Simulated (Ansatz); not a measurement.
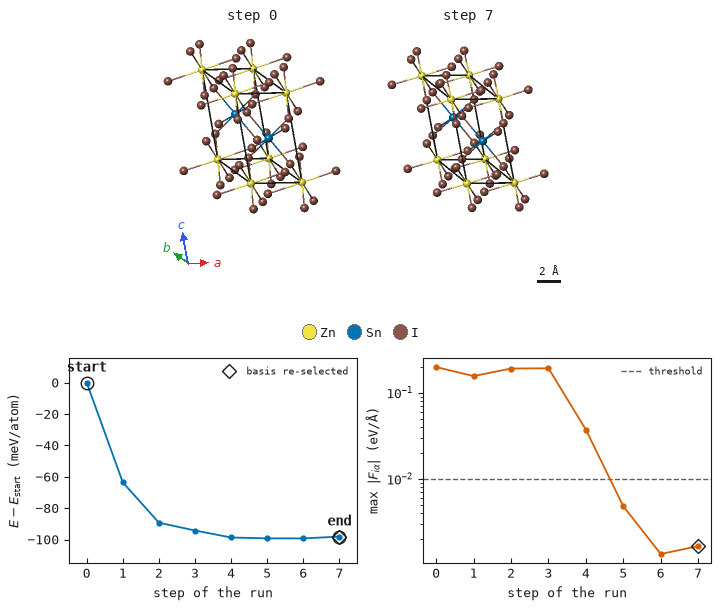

First and last geometry of a relaxation of crystalline ZnSnI$_{6}$ (built on the CuSnF6-2 type type), with the history of the run. The picture is a ball-and-stick view of the cell of the calculation, seen slightly off an axis.

These are results of Ansatz 0.2.0, DFT, PBEsol, plane waves, PAW, not measurements. (plane-wave cutoff 420 eV; k-point mesh 4 × 4 × 4; occupations fermi dirac; smearing width 0.03 eV; no spin polarisation; cell and atoms relaxed; force threshold 0.01 eV/Å; at most 120 steps)

Read the history and describe the run.

It converged. The largest moves relative to the cell, 0.24 Å, are those of I atoms. Sn and Zn stay in place. The drawn cell changes as follows: a 7.499 → 7.094 Å (−5.4 %), b 7.576 → 7.088 Å (−6.4 %), c 8.111 → 7.624 Å (−6.0 %), α 63.6° → 62.3°, β 89.8° → 90.0°, γ 61.8° → 60.1°; the volume changes by −20.1 %. Near-neighbour distances that change, for instance: I–Zn 3.278 → 2.809 Å, I–Zn 2.906 → 2.803 Å, I–Sn 3.009 → 2.906 Å, I–Sn 2.928 → 2.904 Å. Among the angles between lasting bonds that change: Zn–I–Sn 139.1° → 131.6°, Zn–I–Sn 137.5° → 131.5°, I–Zn–I 90.2° → 87.9°. The space group stays P-1 (No. 2). Over 6 accepted moves (7 points after the start) the energy falls by 98.1 meV per atom. The largest force component goes from 0.2 to 0.0017 eV/Å. Pressure: −2.92 GPa at the start and −0.01 GPa at the end. The SCF was repeated once at an unchanged geometry on a basis and grid sized afresh for the cell, which shifted the energy by 1.2 meV per atom at most.

| step | E − E(0), meV/atom | largest force component, eV/Å | pressure, GPa | volume, Å³/atom | note |
| --- | --- | --- | --- | --- | --- |
| 0 | 0.00 | 0.1979 | -2.92 | 43.866 |  |
| 1 | -63.58 | 0.1557 | -1.41 | 39.629 |  |
| 2 | -89.26 | 0.1905 | 0.51 | 35.525 |  |
| 3 | -94.23 | 0.1916 | 0.19 | 35.103 |  |
| 4 | -98.67 | 0.0371 | 0.14 | 34.944 |  |
| 5 | -99.24 | 0.0048 | 0.02 | 35.020 |  |
| 6 | -99.26 | 0.0013 | 0.00 | 35.048 |  |
| 7 | -98.10 | 0.0017 | -0.01 | 35.048 | same geometry, new basis |
